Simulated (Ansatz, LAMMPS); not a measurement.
# Electronic structure of liquid 70B2O3-30CaO (mol %) at 2200 K (299 atoms), part 2 of 2

Aim: energy, forces, charges and density of states of liquid 70B2O3-30CaO (mol %) at 2200 K (299 atoms) at a fixed geometry.

Ansatz 0.2.0; Kohn-Sham DFT, r2SCAN, PAW (set soft_2), plane waves.

The cell: 102 B, 22 Ca and 175 O. The starting topology of bonds comes from the classical model. Sampling is at Γ alone, for a cell whose shortest periodic width is 16 Å.

So far. Step 3 (Plane-wave single point): Neighbours are counted within 1.83 Å (O-B), 3.12 Å (O-Ca).

## 3. Plane-wave single point (continued)

States in the cell by windows of 1 eV, zero at the Fermi level; the larger projections on atomic orbitals stand beside the total:

| from (eV) | to (eV) | total | O p | B p |
| --- | --- | --- | --- | --- |
| -10 | -9 | 60.9 | 42.2 | 15.1 |
| -9 | -8 | 69.2 | 50.3 | 14.7 |
| -8 | -7 | 97.5 | 75.3 | 15.8 |
| -7 | -6 | 120.1 | 98.6 | 14.3 |
| -6 | -5 | 139.2 | 122.1 | 10.1 |
| -5 | -4 | 139.8 | 127.9 | 6.3 |
| -4 | -3 | 119.8 | 111.7 | 3.8 |
| -3 | -2 | 72.4 | 67.8 | 2.1 |
| -2 | -1 | 25.9 | 24.2 | 0.9 |
| -1 | 0 | 7.5 | 7.0 | 0.3 |
| 0 | 1 | 6.7 | 1.0 | 2.9 |
| 1 | 2 | 37.6 | 4.4 | 13.6 |
| 2 | 3 | 84.6 | 7.3 | 21.8 |
| 3 | 4 | 105.4 | 8.8 | 25.7 |
| 4 | 5 | 125.0 | 11.2 | 34.0 |

Between -26 and -10 eV lie 672 more states.

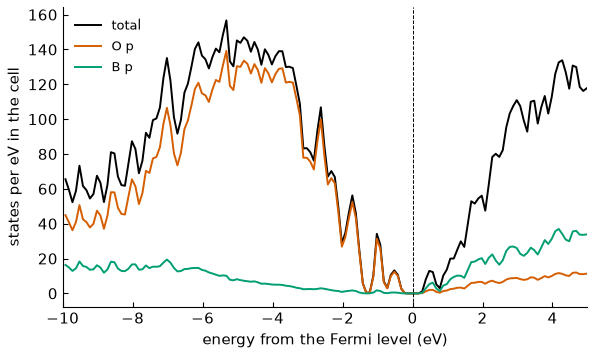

Total and projected density of states, with the broadening of the input.

The levels nearest the highest filled one (over half full), pooled over k-points and spins:

| level less the highest filled one (eV) | occupation |
| --- | --- |
| -0.572 | 1.99 |
| -0.556 | 1.99 |
| -0.544 | 1.99 |
| -0.468 | 1.98 |
| -0.147 | 1.92 |
| 0 | 1.83 |
| 0.884 | 0.182 |
| 1.03 | 0.087 |
| 1.35 | 0.017 |
| 1.51 | 0.007 |
| 1.58 | 0.005 |
| 1.70 | 0.003 |

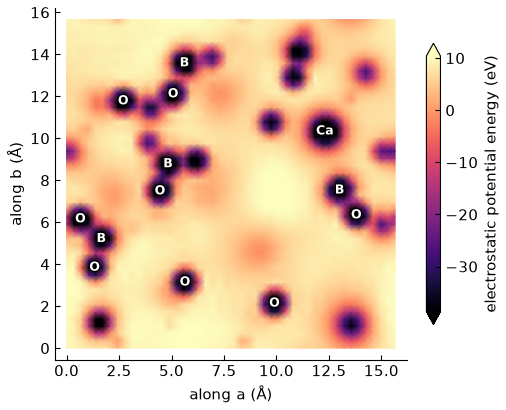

Electrostatic potential energy in the ab plane at fractional z = 0.092, with atoms of B and Ca and O within 0.2 Å of it. With pseudopotentials it is smooth inside the atoms' cores, unlike the true potential. The map starts off the cell's origin, so that atoms lie inside it.

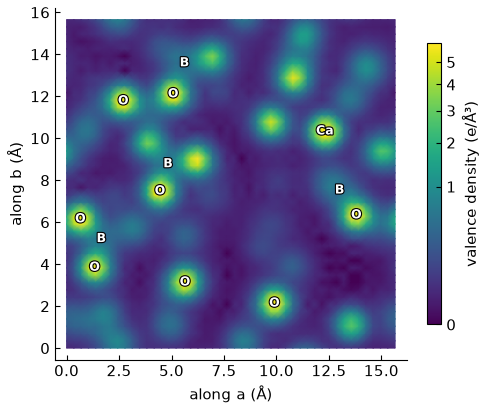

Valence density in the ab plane at fractional z = 0.092, with atoms of B and Ca and O within 0.2 Å of it. It is the smooth field of the valence electrons, not physical close to the nuclei. The map starts off the cell's origin, so that atoms lie inside it. The colour scale is stretched toward low values.

Mean Löwdin charges: B +0.67, Ca +1.82, O -0.53 e (they miss 1.0 % of the electrons, so they add up to more than the cell's charge). The largest share in the top eV of filled states is O p (94 % of the projected weight), and in the lowest eV of empty states B p (50 % of the projected weight).

## 4. Distances and neighbours

These statistics describe the geometry on which the runs were made.

Density 2.07 g/cm³, 12.83 Å³ an atom.

Pair distribution functions g(r), in bins of 0.2 Å:

| r (Å) | total | O-O | O-B | O-Ca | B-B | B-Ca | Ca-Ca |
| --- | --- | --- | --- | --- | --- | --- | --- |
| 1.20 | 0.08 | 0.00 | 0.21 | 0.00 | 0.00 | 0.00 | 0.00 |
| 1.40 | 4.64 | 0.00 | 11.65 | 0.00 | 0.00 | 0.00 | 0.00 |
| 1.60 | 0.50 | 0.00 | 1.24 | 0.00 | 0.00 | 0.00 | 0.00 |
| 1.80 | 0.11 | 0.00 | 0.27 | 0.00 | 0.00 | 0.00 | 0.00 |
| 2.00 | 0.03 | 0.00 | 0.06 | 0.00 | 0.00 | 0.00 | 0.00 |
| 2.20 | 0.33 | 0.47 | 0.04 | 1.60 | 0.06 | 0.15 | 0.00 |
| 2.40 | 1.67 | 3.97 | 0.10 | 2.62 | 0.30 | 0.13 | 0.00 |
| 2.60 | 1.02 | 1.41 | 0.19 | 1.75 | 2.18 | 1.09 | 0.99 |
| 2.80 | 0.78 | 0.46 | 0.23 | 1.47 | 2.65 | 1.83 | 0.82 |
| 3.00 | 0.66 | 0.67 | 0.45 | 0.98 | 0.59 | 1.71 | 1.38 |
| 3.20 | 0.82 | 0.77 | 0.85 | 0.81 | 0.43 | 1.94 | 0.60 |
| 3.40 | 1.03 | 0.77 | 1.35 | 0.79 | 0.58 | 1.83 | 0.52 |
| 3.60 | 1.21 | 0.82 | 1.76 | 0.92 | 0.73 | 1.04 | 0.47 |
| 3.80 | 1.20 | 0.82 | 1.73 | 0.91 | 0.85 | 0.99 | 0.42 |
| 4.00 | 1.00 | 0.86 | 1.14 | 1.17 | 0.81 | 1.11 | 0.79 |
| 4.20 | 1.01 | 1.11 | 0.87 | 1.18 | 1.20 | 0.78 | 0.72 |
| 4.40 | 1.03 | 1.09 | 0.92 | 1.14 | 1.25 | 0.70 | 1.96 |
| 4.60 | 1.10 | 1.40 | 0.86 | 1.00 | 1.24 | 0.80 | 0.57 |
| 4.80 | 1.08 | 1.31 | 0.85 | 0.96 | 1.39 | 0.86 | 0.84 |
| 5.00 | 1.00 | 1.11 | 0.88 | 0.81 | 1.32 | 0.90 | 0.50 |
| 5.20 | 0.96 | 0.93 | 0.96 | 0.91 | 1.15 | 0.75 | 1.88 |
| 5.40 | 1.00 | 0.96 | 1.07 | 0.95 | 0.72 | 1.35 | 1.29 |
| 5.60 | 0.92 | 0.82 | 1.04 | 0.90 | 0.75 | 1.00 | 1.60 |
| 5.80 | 1.01 | 0.91 | 1.13 | 0.99 | 0.84 | 1.16 | 0.19 |
| 6.00 | 0.91 | 0.74 | 1.10 | 0.94 | 0.74 | 0.98 | 0.35 |
| 6.20 | 0.97 | 0.94 | 1.00 | 0.93 | 1.02 | 0.86 | 1.48 |
| 6.40 | 0.96 | 1.04 | 0.85 | 1.18 | 0.91 | 0.93 | 1.22 |
| 6.60 | 1.00 | 1.07 | 0.92 | 0.97 | 1.02 | 1.18 | 1.31 |

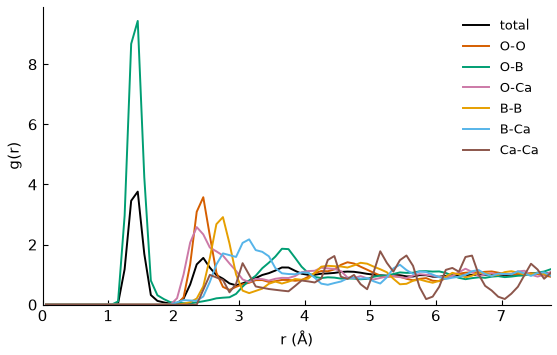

Pair distribution functions, lightly smoothed.

Bonds by pair of elements; cutoffs follow the first minimum of g(r), held within bounds set by covalent radii, and pairs that aren't listed don't count as bonded:

| pair A-B | cutoff (Å) | bonds | mean length (Å) | spread (Å) | shortest (Å) | B about A | A about B |
| --- | --- | --- | --- | --- | --- | --- | --- |
| O-B | 1.83 | 315 | 1.43 | 0.079 | 1.27 | 1.8 | 3.09 |
| O-Ca | 3.12 | 140 | 2.60 | 0.259 | 2.14 | 0.8 | 6.36 |

How many atoms have how many bonded neighbours:

| element | mean | 1 | 2 | 3 | 4 | 5 | 6 | 7 | 8 | 9 | 10 |
| --- | --- | --- | --- | --- | --- | --- | --- | --- | --- | --- | --- |
| B | 3.09 | 0 | 0 | 93 | 9 | 0 | 0 | 0 | 0 | 0 | 0 |
| Ca | 6.36 | 0 | 0 | 0 | 3 | 5 | 2 | 8 | 2 | 1 | 1 |
| O | 2.6 | 5 | 74 | 83 | 12 | 1 | 0 | 0 | 0 | 0 | 0 |

Bond angles (no mean is given where the spread exceeds 20°):

| angle | count | mean (°) | spread (°) |
| --- | --- | --- | --- |
| O-B-O | 333 | 117 | 8.9 |
| B-O-Ca | 225 | - | - |
| B-O-B | 140 | 147 | 14.6 |
| Ca-O-Ca | 40 | - | - |

Oxygen atoms by the number of network formers (Si, P, Ge, B, Al, As, Ga) bound to them:

| network formers bound to O | O atoms | per cent |
| --- | --- | --- |
| 0 | 0 | 0 |
| 1 | 35 | 20 |
| 2 | 140 | 80 |

Network units: each former by its oxygen neighbours and how many of them bridge to another former:

| former | O neighbours | bridging O | atoms |
| --- | --- | --- | --- |
| B | 3 | 1 | 4 |
| B | 3 | 2 | 22 |
| B | 3 | 3 | 67 |
| B | 4 | 2 | 1 |
| B | 4 | 3 | 3 |
| B | 4 | 4 | 5 |

Bond length by coordination (bonds to H left out):

| element | coordination | atoms | mean bond length (Å) |
| --- | --- | --- | --- |
| B | 3 | 93 | 1.42 |
| B | 4 | 9 | 1.52 |
| Ca | 4 | 3 | 2.52 |
| Ca | 5 | 5 | 2.62 |
| Ca | 6 | 2 | 2.59 |
| Ca | 7 | 8 | 2.58 |
| Ca | 8 | 2 | 2.68 |
| Ca | 9 | 1 | 2.64 |
| Ca | 10 | 1 | 2.60 |
| O | 1 | 5 | 1.35 |
| O | 2 | 74 | 1.5 |
| O | 3 | 83 | 1.89 |
| O | 4 | 12 | 2.18 |
| O | 5 | 1 | 2.08 |

Rings of the network by King's shortest-path rule, up to 12 atoms, one path for each pair of neighbours; H, halogens, alkali and alkaline-earth atoms are left out, and the last column divides by all other atoms, bonded or not:

| ring size (atoms) | rings | per network atom |
| --- | --- | --- |
| 8 | 1 | 0.004 |
| 10 | 2 | 0.007 |
| 12 | 2 | 0.007 |

For some of the pairs, g(r) has its first main peak near 2.4 Å (O-O), 1.4 Å (O-B), 2.4 Å (O-Ca) and 2.7 Å (B-B). With the cutoffs above, 91 % of B atoms have 3, 36 % of Ca atoms have 7 and 47 % of O atoms have 3 bonded neighbours. The O-B-O angle averages 117° with a spread of 9°. 80 % of the oxygens bridge two formers (B) and 20 % are non-bridging. The commonest B unit has 3 oxygens, 3 of them shared with other formers (67 of 102 atoms). Rings of 10 and 12 atoms are the most common (40 % each of those counted); sizes run from 8 to 12, where the search stops.

A closer look about Ca120, one of the 22 Ca atoms: 12 atoms, nearest first, numbered in the order of the input, with positions taken from that point.

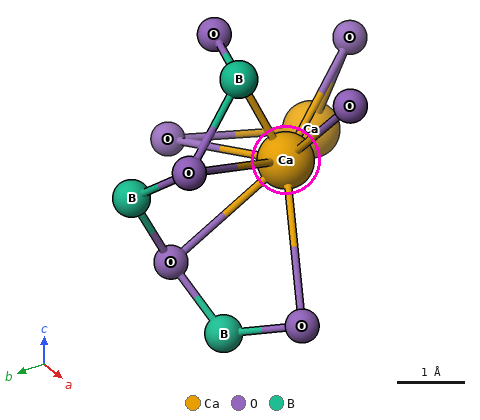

The atoms of the table, within 2.8 Å (arrows a, b, c point along x, y, z); some may hide others; the central atom is ringed.

| atom | x | y | z | distance (Å) | bonds | Löwdin charge (e) | Fx | Fy | Fz (eV/Å) |
| --- | --- | --- | --- | --- | --- | --- | --- | --- | --- |
| Ca120 | 0.00 | 0.00 | 0.00 | 0.00 | 7 | 1.80 | 0.26 | -1.70 | -0.32 |
| O210 | -1.14 | -1.92 | -0.28 | 2.25 | 3 | -0.66 | 1.16 | -0.42 | -0.37 |
| O189 | -0.59 | 1.67 | -1.53 | 2.34 | 3 | -0.51 | -1.79 | 2.59 | 2.99 |
| O270 | 0.54 | -0.80 | 2.17 | 2.38 | 3 | -0.79 | 1.60 | 2.78 | -1.57 |
| O249 | -2.21 | -0.17 | 1.02 | 2.44 | 3 | -0.46 | 1.54 | 2.07 | 3.59 |
| O142 | 0.21 | 2.26 | 1.25 | 2.59 | 4 | -0.84 | 0.16 | 0.72 | 0.50 |
| B85 | -2.47 | -0.78 | -0.11 | 2.59 | 4 | 0.59 | -3.75 | -4.47 | -2.86 |
| O247 | -2.32 | 0.21 | -1.34 | 2.69 | 5 | -0.63 | -0.36 | -0.34 | 0.84 |
| B99 | -1.93 | 1.50 | -1.15 | 2.70 | 3 | 0.66 | -1.16 | 3.37 | -0.81 |
| Ca119 | 1.93 | 0.81 | 1.81 | 2.77 | 5 | 1.84 | 2.01 | 3.37 | -0.12 |
| O200 | 0.30 | -0.10 | -2.79 | 2.81 | 3 | -0.76 | -0.64 | 0.47 | 0.73 |
| B22 | 0.16 | 1.22 | -2.55 | 2.84 | 3 | 0.58 | 1.68 | -1.92 | -2.93 |

The column of bonds counts only the pairs O-B within 1.83 Å, O-Ca within 3.12 Å; other neighbours, such as metal atoms beside each other in a compound, aren't counted, and periodic images can show an atom twice.

## 5. Results

| Property | Result |
| --- | --- |
| free energy per atom | -520.9446 eV/atom |
| pressure | -11.65 GPa |
| r.m.s. force component | 1.906 eV/Å |
| spacing of highest filled and lowest empty level | 0.8845 eV |
| wall time of the 1 DFT run | 5.2 min |

In words: The highest filled and lowest empty levels lie 0.884 eV apart (at Γ alone), but 4 levels are partly filled, by over 2 %, under the smearing. With the cutoffs above, 91 % of B atoms have 3, 36 % of Ca atoms have 7 and 47 % of O atoms have 3 bonded neighbours. 80 % of the oxygens bridge two formers (B) and 20 % are non-bridging.

**Limits.** The force components of 1.9 eV/Å r.m.s. reflect the temperature of the frame as well as the gap between the generating potential and DFT. The classical run held zero pressure, yet DFT finds -12 GPa in this frame, which points to a density or bond lengths far off those of this functional.

[Hosts, paths, dates, database ids (printed as entryN), source tags and the programs' standing remarks are cut or masked in the printed files.]
